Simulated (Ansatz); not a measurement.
## Lattice dynamics of ReS2 monolayer (2H)

How does ReS2 monolayer (2H) vibrate, and is this structure a minimum?

Calculated with Ansatz 0.2.0; DFT PBEsol, scalar-relativistic, plane waves, PAW.

## (1) Starting point

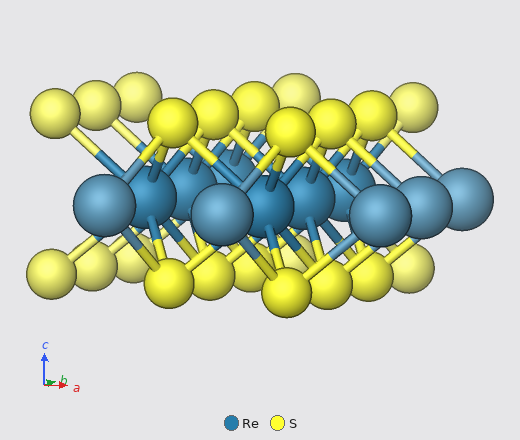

The starting structure, seen slightly off an axis (rhenium blue, sulfur yellow). 2×3×1 cells are drawn. Some periodic images of atoms are drawn too.

The cell holds 3 atoms: 1 Re and 2 S. Its edges and angles: a = 3.170 Å, b = 3.170 Å, c = 20.000 Å, α = 90.0°, β = 90.0°, γ = 120.0°. Vacuum lies along c.

## (2) Bringing the structure to rest

Harmonic phonons are second derivatives at a point where the forces vanish, and they are wanted at zero stress, so atoms and cell are relaxed first.

The program solves this slab on a cell height of its own, 30.0 Å, in place of the one typed.

input.yaml reads:

```yaml
crystal:
  lattice:
    - [3.17, 0.0, 0.0]
    - [-1.585, 2.7453, 0.0]
    - [0.0, 0.0, 20.0]
  atoms:
    - { symbol: Re, position: [0.333333, 0.666667, 0.5] }
    - { symbol: S, position: [0.666667, 0.333333, 0.5775] }
    - { symbol: S, position: [0.666667, 0.333333, 0.4225] }
  periodic: [true, true, false]
kpoints:
  mp_grid: { grid: [15, 15, 1] }
hamiltonian:
  xc: pbesol
scf:
  occupations: { method: gaussian, width: 0.1 }
output:
  forces: true
  stress: true
  eigenvalues: true
  write_density: true
  write_potential: true
  elf: true
  volumetric_format: npy
relax:
  adjacent_minimum: "off"
  f_tol: 0.005
  max_steps: 80
  cell: { stress_2d_tol: 0.02 }
```

The run is started by

```sh
> ansatz run input.yaml --threads 8 --pin off --max-ram 14336MiB --backend cpu --events-out ev --progress --plain --runs-dir out
```

Numbers of over 12 decimals in the logs are rounded to 6 here.

Output:

```text
Warning: crystal.periodic: the lattice vector that does not repeat stood 0.000° off the slab's normal, 20.000 Å along it as the deck builds it. The run solves the slab on a vector along the normal, 30.000 Å long, with every atom where it was (on the deck's vector they left 16.90 Å outside them, and the widest stretch free of ions among them is 1.55 Å). A fractional position that the run reports is one of the run's ce [...]
Warning: the atoms were moved onto the symmetric positions of the space group found under crystal.symmetry.tolerance 1.0e-5 (fractional; no operation is sought that the atoms, as they stand in a round, miss by more than twice it, and no atom is moved by as much as it), and the run uses the moved positions. Before a round's move an operation carried an atom to 4.23e-6 Å from where it should land, the largest such dist [...]
crystal.periodic: the lattice vector that does not repeat stood 0.000° off the slab's normal, 20.000 Å along it as the deck builds it. The run solves the slab on a vector along the normal, 30.000 Å long, with every atom where it was (on the deck's vector they left 16.90 Å outside them, and the widest stretch free of ions among them is 1.55 Å). A fractional position that the run reports is one of the run's cell, which [...]
Engine: ansatz 0.2.0, aarch64-unknown-linux-gnu
Pseudopotentials: kind: paw
Pseudopotential: Re, paw, valence charge 15, recommended cutoff 420 eV (normal), Re.paw.azcp
Pseudopotential: S, paw, valence charge 6, recommended cutoff 420 eV (normal), S.paw.azcp
Functional definition: PBEsol
  exchange = pbesol_x
  correlation = pbesol_c
Crystal: 3 atoms, lattice volume = 261.078 Å³
Basis set: ecut = 420 eV, 5057 PW (Γ), exchange–correlation on 48×48×432 points (8 copies of the dense FFT grid, shifted against one another)
Bands: 18, of which v1, the nominal top of the filled ones, is band 14 counted from 1 (13 counted from 0)
Symmetry: 12 space group operations
Space group: P-6m2 (ITA 187), of the structure as read, at distance tolerance 6.4e-5 Å
k-points: 27 of 225 (time reversal used)
Non-local potential: Re, projectors of the file, l = 0: 3, l = 1: 2, l = 2: 2, l = 3: 1
Non-local potential: S, projectors of the file, l = 0: 2, l = 1: 2, l = 2: 2
PAW form: soft (Blöchl's): semilocal exchange-correlation on the pseudo side does not see the compensation charge
PAW frozen core: Re, regenerated for the run's functional, and the local potential with it (the file was generated under x = pbe(κ = 0.804, μ = 0.219515), c = pbe(β = 0.066725))
PAW frozen core: S, regenerated for the run's functional, and the local potential with it (the file was generated under x = pbe(κ = 0.804, μ = 0.219515), c = pbe(β = 0.066725))
PAW one-centre angular grid: Re, 590 points (default); XC on 64 Gauss nodes
PAW one-centre angular grid: S, 110 points (default); XC on 64 Gauss nodes
Initial density: superposition of atomic densities (neutral atoms: chi_scale 0, normalization atom), corrected by the library's trained network
Initial wavefunctions: pseudopotential atomic-orbital guess
Functional: x = pbesol(κ = 0.804, μ = 0.123457), c = pbesol(β = 0.046)
SCF iter   1: F=—  HF=-12507.922331 eV  |F-HF|=—  |Δ(HF+E_count)|=         —  Δρ=4.86e-3  dr2=7.48e-2  ethr=1.77e-3  ⟨swp⟩=14.4  Hψ=4764  notcnv=0
preconditioner: auto → LDOS  [metal: Δε(μ)=0.033 eV  Ē_g=8.781 eV  σ=0.100 eV  W_gap=0.18  n_scr=16 (ndim 8)  ℏωp=10.0 eV  f_vac=0.764  D(μ)=5.24/eV (n_scr^D=18)  β→1.0]
SCF iter   2: F=—  HF=-12507.921383 eV  |F-HF|=—  |Δ(HF+E_count)|=   9.48e-4  Δρ=2.04e-3  dr2=2.29e-2  ethr=2.77e-4  ⟨swp⟩=3.1  Hψ=1246  notcnv=0  defer=2
SCF iter   3: F=—  HF=-12507.920318 eV  |F-HF|=—  |Δ(HF+E_count)|=   1.07e-3  Δρ=1.35e-3  dr2=7.36e-3  ethr=8.48e-5  ⟨swp⟩=3.0  Hψ=988  notcnv=0  defer=2
SCF iter   4: F=—  HF=-12507.918939 eV  |F-HF|=—  |Δ(HF+E_count)|=   1.38e-3  Δρ=3.63e-4  dr2=8.23e-4  ethr=2.73e-5  ⟨swp⟩=2.6  Hψ=888  notcnv=0  defer=2
SCF iter   5: F=—  HF=-12507.919002 eV  |F-HF|=—  |Δ(HF+E_count)|=   6.28e-5  Δρ=9.96e-5  dr2=4.42e-5  ethr=3.05e-6  ⟨swp⟩=3.1  Hψ=932  notcnv=0  defer=2
SCF iter   6: F=—  HF=-12507.919033 eV  |F-HF|=—  |Δ(HF+E_count)|=   3.12e-5  Δρ=4.02e-5  dr2=5.02e-6  ethr=1.64e-7  ⟨swp⟩=3.2  Hψ=1050  notcnv=0  defer=2
SCF iter   7: F=—  HF=-12507.919034 eV  |F-HF|=—  |Δ(HF+E_count)|=   8.94e-7  Δρ=1.07e-5  dr2=7.87e-7  ethr=1.86e-8  ⟨swp⟩=3.1  Hψ=1009  notcnv=0  defer=2
iter 8 did not close the SCF: its close was put off until two iterations running show no level that it waits for move by more than its bar (scf_convergence_deferred on its scf_iter line)
SCF iter   8: F=-12507.919035 eV  HF=-12507.919035 eV  |F-HF|=1.17e-8  |Δ(HF+E_count)|=   5.59e-7  Δρ=4.28e-6  dr2=6.13e-8  ethr=3.70e-10  ⟨swp⟩=19.1  Hψ=6572  notcnv=0
SCF iter   9: F=-12507.919035 eV  HF=-12507.919035 eV  |F-HF|=8.76e-9  |Δ(HF+E_count)|=   2.60e-8  Δρ=7.36e-7  dr2=5.15e-9  ethr=2.27e-10  ⟨swp⟩=12.0  Hψ=4844  notcnv=0
SCF 1 converged in 9 iterations: F = -12507.919035 eV  dr2 = 5.15e-9
  greatest PAW one-centre occupation: 0.999 electrons in one spin orbital (limit 2), on the Re atom at site 0 (counted from 0), in its partial waves of l = 0
relax step   1: F+E_penalty+E_count = -12507.91903482 eV  Δ(F+E_penalty+E_count) = +0.000e0 eV  max|allowed force component| = 3.077e-1 eV/Å  Δτ_max = 0.0000 Å  P = -1.855 N/m  Ω = 261.078 Å³  fix = [c, alpha, beta]  reactions: c -0.000 N/m  (9 SCF iters, dr2 threshold 1.00e-7 eV, accepted)
Crystal: 3 atoms, lattice volume = 257.179 Å³
Basis set: ecut = 420 eV, 4961 PW (Γ), exchange–correlation on 48×48×432 points (8 copies of the dense FFT grid, shifted against one another)
Initial density: handed on by an earlier stage of this run
Initial wavefunctions: those handed on with the density
iter 1 solved again at ethr=7.48e-6 eV; its pass at ethr=3.10e-3 eV (dr2=2.02e-3 eV) is discarded
SCF iter   1: F=—  HF=-12507.929026 eV  |F-HF|=—  |Δ(HF+E_count)|=         —  Δρ=6.43e-4  dr2=2.54e-3  ethr=7.48e-6  ⟨swp⟩=3.6  Hψ=4596  notcnv=0
preconditioner: auto → LDOS  [metal: Δε(μ)=0.016 eV  Ē_g=8.949 eV  σ=0.100 eV  W_gap=0.09  n_scr=16 (ndim 8)  ℏωp=10.1 eV  f_vac=0.767  D(μ)=4.82/eV (n_scr^D=16)  β→1.0]
SCF iter   2: F=—  HF=-12507.928654 eV  |F-HF|=—  |Δ(HF+E_count)|=   3.72e-4  Δρ=3.74e-4  dr2=4.26e-4  ethr=7.48e-6  ⟨swp⟩=2.5  Hψ=793  notcnv=0
SCF iter   3: F=—  HF=-12507.928624 eV  |F-HF|=—  |Δ(HF+E_count)|=   3.03e-5  Δρ=1.75e-4  dr2=2.34e-4  ethr=1.58e-6  ⟨swp⟩=3.2  Hψ=996  notcnv=0
SCF iter   4: F=—  HF=-12507.928610 eV  |F-HF|=—  |Δ(HF+E_count)|=   1.41e-5  Δρ=7.02e-5  dr2=2.13e-5  ethr=8.66e-7  ⟨swp⟩=2.6  Hψ=731  notcnv=0
[...]
SCF iter   5: F=—  HF=-12507.931594 eV  |F-HF|=—  |Δ(HF+E_count)|=   1.45e-6  Δρ=9.84e-6  dr2=8.66e-7  ethr=4.42e-8  ⟨swp⟩=3.0  Hψ=926  notcnv=0
SCF iter   6: F=-12507.931594 eV  HF=-12507.931594 eV  |F-HF|=5.35e-8  |Δ(HF+E_count)|=   3.55e-7  Δρ=3.19e-6  dr2=3.95e-8  ethr=1.11e-9  ⟨swp⟩=21.6  Hψ=6187  notcnv=0
SCF 3 converged in 6 iterations: F = -12507.931594 eV  dr2 = 3.95e-8
relax step   3: F+E_penalty+E_count = -12507.93159420 eV  Δ(F+E_penalty+E_count) = -2.979e-3 eV  max|allowed force component| = 1.238e-1 eV/Å  Δτ_max = 0.0102 Å  P = -0.329 N/m  Ω = 255.763 Å³  energy of the carried Pulay correction = +2.985e-4 eV  fix = [c, alpha, beta]  reactions: c -0.000 N/m  (6 SCF iters, dr2 threshold 3.00e-7 eV, accepted)
[... from here on, the SCF cycles and remarks between the steps are left out ...]
relax step   4: F+E_penalty+E_count = -12507.94379850 eV  Δ(F+E_penalty+E_count) = -1.220e-2 eV  max|allowed force component| = 5.924e-2 eV/Å  Δτ_max = 0.0376 Å  P = -2.005 N/m  Ω = 252.174 Å³  energy of the carried Pulay correction = +5.036e-4 eV  fix = [c, alpha, beta]  reactions: c -0.000 N/m  (7 SCF iters, dr2 threshold 3.00e-7 eV, accepted)
relax step   5: F+E_penalty+E_count = -12507.84035229 eV  Δ(F+E_penalty+E_count) = +1.034e-1 eV  max|allowed force component| = 1.487e0 eV/Å  Δτ_max = 0.1831 Å  P = -0.772 N/m  Ω = 227.468 Å³  energy of the carried Pulay correction = +1.997e-3 eV  fix = [c, alpha, beta]  (6 SCF iters, dr2 threshold 3.00e-7 eV, rejected (line search))
relax step   6: F+E_penalty+E_count = -12507.95781930 eV  Δ(F+E_penalty+E_count) = -1.402e-2 eV  max|allowed force component| = 6.515e-1 eV/Å  Δτ_max = 0.0123 Å  P = +1.828 N/m  Ω = 239.965 Å³  energy of the carried Pulay correction = +1.223e-3 eV  fix = [c, alpha, beta]  reactions: c +0.000 N/m  (11 SCF iters, accepted)
relax step   7: F+E_penalty+E_count = -12507.98992826 eV  Δ(F+E_penalty+E_count) = -3.211e-2 eV  max|allowed force component| = 1.146e-1 eV/Å  Δτ_max = 0.0490 Å  P = -0.235 N/m  Ω = 236.905 Å³  energy of the carried Pulay correction = +1.409e-3 eV  fix = [c, alpha, beta]  reactions: c -0.000 N/m  (6 SCF iters, dr2 threshold 3.00e-7 eV, accepted)
relax step   8: F+E_penalty+E_count = -12507.97224448 eV  Δ(F+E_penalty+E_count) = +1.768e-2 eV  max|allowed force component| = 2.716e-1 eV/Å  Δτ_max = 0.0488 Å  P = +1.997 N/m  Ω = 227.794 Å³  energy of the carried Pulay correction = +1.977e-3 eV  fix = [c, alpha, beta]  (6 SCF iters, dr2 threshold 3.00e-7 eV, rejected (line search))
relax step   9: F+E_penalty+E_count = -12507.99279006 eV  Δ(F+E_penalty+E_count) = -2.862e-3 eV  max|allowed force component| = 1.233e-2 eV/Å  Δτ_max = 0.0142 Å  P = -0.108 N/m  Ω = 234.783 Å³  energy of the carried Pulay correction = +1.539e-3 eV  fix = [c, alpha, beta]  reactions: c -0.000 N/m  (9 SCF iters, accepted)
relax step  10: F+E_penalty+E_count = -12507.99290217 eV  Δ(F+E_penalty+E_count) = -1.121e-4 eV  max|allowed force component| = 1.093e-3 eV/Å  Δτ_max = 0.0024 Å  P = +0.001 N/m  Ω = 234.296 Å³  energy of the carried Pulay correction = +1.569e-3 eV  fix = [c, alpha, beta]  reactions: c +0.000 N/m  (5 SCF iters, dr2 threshold 1.69e-8 eV, accepted)
Initial wavefunctions: pseudopotential atomic-orbital guess (no wavefunctions were taken with the density)
iter 1 solved again at ethr=4.19e-7 eV; its pass at ethr=3.10e-3 eV (dr2=1.13e-4 eV) is discarded
SCF iter   1: F=—  HF=-12507.991409 eV  |F-HF|=—  |Δ(HF+E_count)|=         —  Δρ=1.04e-4  dr2=3.22e-6  ethr=4.19e-7  ⟨swp⟩=6.5  Hψ=7551  notcnv=0
preconditioner: auto → LDOS  [metal: Δε(μ)=0.046 eV  Ē_g=8.992 eV  σ=0.100 eV  W_gap=0.25  n_scr=18 (ndim 8)  ℏωp=10.6 eV  f_vac=0.757  D(μ)=2.08/eV (n_scr^D=12)  β→1.0]
SCF iter   2: F=—  HF=-12507.991442 eV  |F-HF|=—  |Δ(HF+E_count)|=   3.32e-5  Δρ=1.39e-5  dr2=1.96e-7  ethr=1.19e-8  ⟨swp⟩=3.3  Hψ=1059  notcnv=0
SCF iter   3: F=—  HF=-12507.991550 eV  |F-HF|=—  |Δ(HF+E_count)|=   1.08e-4  Δρ=3.34e-6  dr2=2.82e-8  ethr=7.26e-10  ⟨swp⟩=3.1  Hψ=1080  notcnv=0
SCF iter   4: F=—  HF=-12507.991550 eV  |F-HF|=—  |Δ(HF+E_count)|=   1.15e-8  Δρ=5.66e-7  dr2=1.32e-9  ethr=1.04e-10  ⟨swp⟩=3.4  Hψ=1126  notcnv=0
SCF iter   5: F=—  HF=-12507.991550 eV  |F-HF|=—  |Δ(HF+E_count)|=   3.39e-9  Δρ=1.91e-7  dr2=6.48e-11  ethr=4.89e-12  ⟨swp⟩=3.3  Hψ=1021  notcnv=0
SCF iter   6: F=—  HF=-12507.991550 eV  |F-HF|=—  |Δ(HF+E_count)|=   2.55e-9  Δρ=6.20e-8  dr2=1.46e-11  ethr=1.00e-12  ⟨swp⟩=1.8  Hψ=637  notcnv=0
SCF iter   7: F=-12507.991550 eV  HF=-12507.991550 eV  |F-HF|=1.82e-11  |Δ(HF+E_count)|=  6.51e-10  Δρ=1.38e-8  dr2=1.15e-12  ethr=1.00e-12  ⟨swp⟩=13.4  Hψ=4148  notcnv=0
SCF 11 converged in 7 iterations: F = -12507.991550 eV  dr2 = 1.15e-12
relax step  11: F+E_penalty+E_count = -12507.99155017 eV  Δ(F+E_penalty+E_count) = +1.352e-3 eV  max|allowed force component| = 6.966e-4 eV/Å  Δτ_max = 0.0000 Å  P = -0.007 N/m  Ω = 234.296 Å³  fix = [c, alpha, beta]  reactions: c -0.000 N/m  stress off target by 6.59e-3 N/m on what of the cell is left free  SCF on the basis re-selected at this cell (its energy is not comparable with the rows above)  (7 SCF iters)
basis re-selected at this cell: Δ(F+E_penalty+E_count) = +1.352e-3 eV, ΔP = -0.007 N/m vs the last step (what re-selecting the basis moved, of the pressure what is left beyond the Pulay correction that the steps carried, after the strain that the cell walked since its last selection, with what the two solves' SCF thresholds leave and, on support functions, any second-order correction that the steps lacked; it is no m [...]
SCF converged after 7 iterations
Free energy (F): -12507.991550 eV
Harris-Foulkes:  -12507.991550 eV  (|F-HF|=1.82e-11)
Internal energy: -12507.981155 eV  (E = F + TS)
E sigma→0 (E₀):  -12507.986352 eV
Entropy (-TS):   -0.010395 eV (-3.465 meV/atom)
Fermi energy:    -4.369007 eV
--- Per-component energies (eV) ---
  E_band       = -674.942761
  E_kinetic    = 756.081477
  E_local      = -52783.957198  (includes V_loc(G=0)·N_el)
  E_nonlocal   = 109.327138
  E_hartree    = 25938.905131
  E_xc         = -593.666078
  E_vxc        = -479.079333  (∫ρ·V_xc dr)
  E_paw        = -9699.220677  (= ΣΔE_a)
  E_vpaw       = -155.124864  (= ΣTr[D̂ρ^β])
  E_aug_tail   = -0.000076  (compensation charges beyond the density's cutoff)
  E_ewald      = 23764.191969
  E_core_change = 0.357160  (= ΣΔE_core)
  E_smearing   = -0.010395  (= −TS)
  E_closure    = 0.000000  (closes the sum)
  Σ components = -12507.991550   (vs F -12507.991550, Δ=0.00e0)
--- Forces (eV/Å), atoms counted from 1 ---
  atom   1  Re     0.00000000     0.00000000     0.00000000
  atom   2  S     -0.00000000    -0.00000000    -0.00069658
  atom   3  S     -0.00000000    -0.00000000     0.00069658
  max |Σ_I F_I| component: 1.16e-17 eV/Å
--- 2D stress c σ (N/m, compression-positive) ---
       -0.006591      -0.000000      -0.000000
       -0.000000      -0.006591       0.000000
       -0.000000       0.000000      -0.000000
  P = ½ c Tr σ = -0.0066 N/m
--- Band table (eV; the first three rows and the last of 27) ---
  k-point 0: bands = [... 10 lower, -7.5249, -7.4896, -7.4896, -3.1088, -3.1088, -3.0652, -3.0652, -0.7076]
  k-point 1: bands = [... 10 lower, -7.6194, -7.5150, -7.4400, -3.3833, -3.2709, -3.1640, -2.9932, -0.5555]
  k-point 2: bands = [... 10 lower, -7.9474, -7.5248, -7.4634, -4.0326, -3.5204, -3.4096, -2.7180, -0.2342]
  k-point 26: bands = [... 10 lower, -9.7882, -9.0422, -6.6698, -4.3164, -3.9878, -2.8170, -0.9042, -0.0900]
--- Relaxed structure (10 steps of the walk, 8 accepted, 1 SCFs on fresh bases) ---
  F+E_penalty+E_count = -12507.99155017 eV   max|allowed force component| = 6.966e-4 eV/Å   (the final SCF, on the basis selected at the relaxed cell)
  cell:  # Å, volume = 234.2962 Å³
    - [3.003009, 0, 0]
    - [-1.501505, 2.600682, 0]
    - [0, 0, 30.0]
  atoms:
    - { symbol: Re, position: [0.333333, 0.666667, 0.333333] }
    - { symbol: S, position: [0.666667, 0.333333, 0.388846] }
    - { symbol: S, position: [0.666667, 0.333333, 0.277821] }
```

It took 30 s on 8 threads of Arm Neoverse V1, shared host; peak memory 0.72 GiB; 3.7 min of CPU time.

This run has no spin polarisation although its electron count is odd.

Relaxation path:

```
step  energy less that of the first step (eV)  largest force component (eV/Å)  volume (Å³)
   1                                   0.0000                          0.3077       261.08
   2                                  -0.0096                          0.1206       257.18
   3                                  -0.0126                          0.1238       255.76
   4                                  -0.0248                          0.0592       252.17
   5                                   0.0787                          1.4872       227.47
   6                                  -0.0388                          0.6515       239.96
   7                                  -0.0709                          0.1146       236.90
   8                                  -0.0532                          0.2716       227.79
   9                                  -0.0738                          0.0123       234.78
  10                                  -0.0739                          0.0011       234.30
 11*                                  -0.0725                          0.0007       234.30
```

Relaxation steps marked * repeat the geometry before them on a plane-wave basis chosen anew for their cell, so energy and pressure can jump there. Relaxation steps 5, 8 were tried and not accepted.

Forces are held to the 12 operations that the run works with; a distortion that breaks them can't arise in this run.

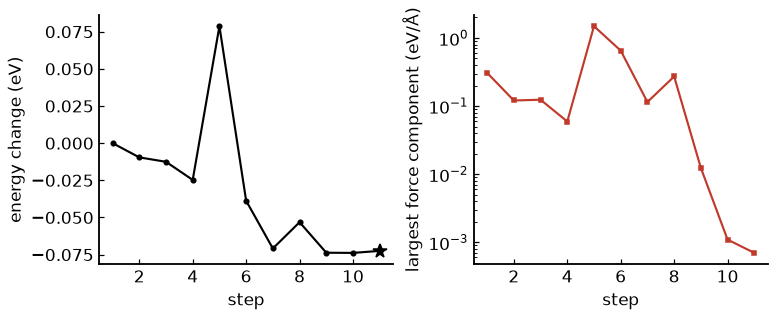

Energy and largest force along the relaxation. Stars mark steps on a basis chosen anew.

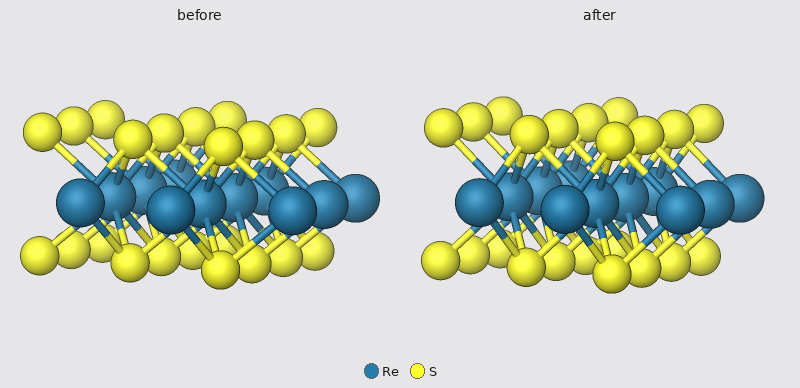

Before and after, at one scale.

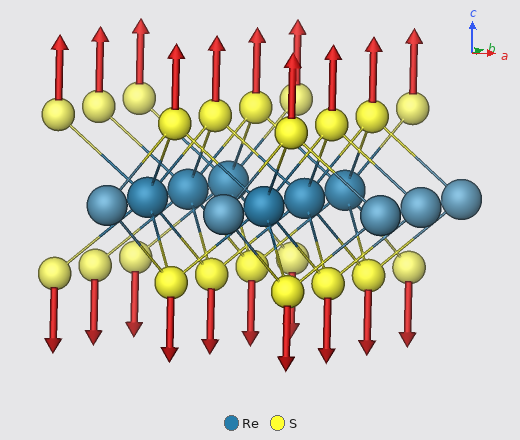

Displacements in the relaxation, exaggerated, measured against the changing cell; the longest in the cell stands for 0.12 Å. 2×3×1 cells are drawn. Some periodic images of atoms are drawn too.

```
cell as run  before  after  change
      a (Å)   3.170  3.003  -5.3 %
      b (Å)   3.170  3.003  -5.3 %
```

The atoms that moved most (Å, along periodic axes as changes of fractional coordinates times the final cell, across vacuum about the mean position):

```
atom     dx     dy      dz  length
  S2  0.000  0.000   0.115   0.115
  S3  0.000  0.000  -0.115   0.115
```

Final coordinates:

```xyz
3
Lattice="3.0030 0.0000 0.0000 -1.5015 2.6007 0.0000 0.0000 0.0000 30.0000" Properties=species:S:1:pos:R:3
Re    0.0000    1.7338   10.0000
S     1.5015    0.8669   11.6654
S     1.5015    0.8669    8.3346
```

Numbers from this step:

* gap on the k-mesh: 0 eV
* area per atom: 2.603 Å²

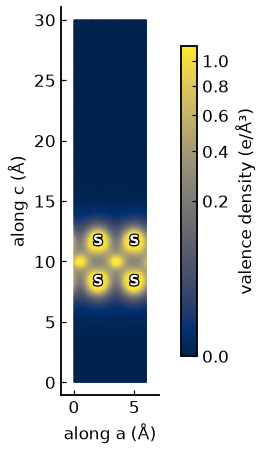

Valence density in the ac plane at fractional y = 0.333, with atoms of S within 0.2 Å of it. It is the smooth field of the valence electrons, not physical close to the nuclei. The colour scale is stretched toward low values.

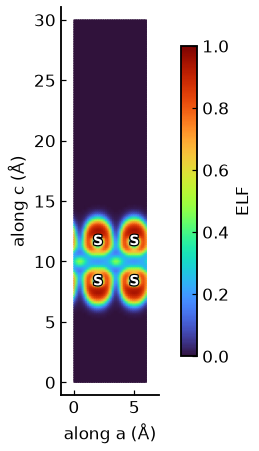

ELF in the ac plane at fractional y = 0.333, with atoms of S within 0.2 Å of it. It is the smooth field of the valence electrons, not physical close to the nuclei.

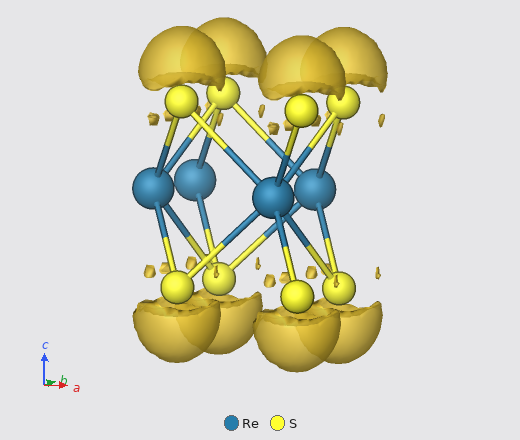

Surface of ELF = 0.85. 2×2×1 cells are drawn.

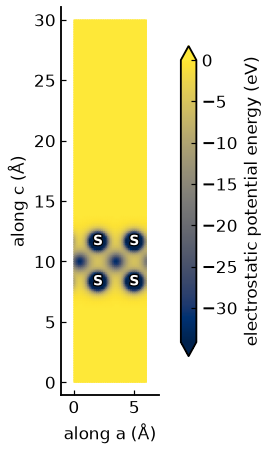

Electrostatic potential energy in the ac plane at fractional y = 0.333, with atoms of S within 0.2 Å of it. With pseudopotentials it is smooth inside the atoms' cores, unlike the true potential.

[end of part 1 of 3]

[Logs are printed without paths, hosts, clocks, repeated set-up lines and the standing remarks that a program may print on its own settings, such as how far it seeks lower states.]

[Hosts, paths, dates, database ids (printed as entryN), source tags and the programs' standing remarks are cut or masked in the printed files.]
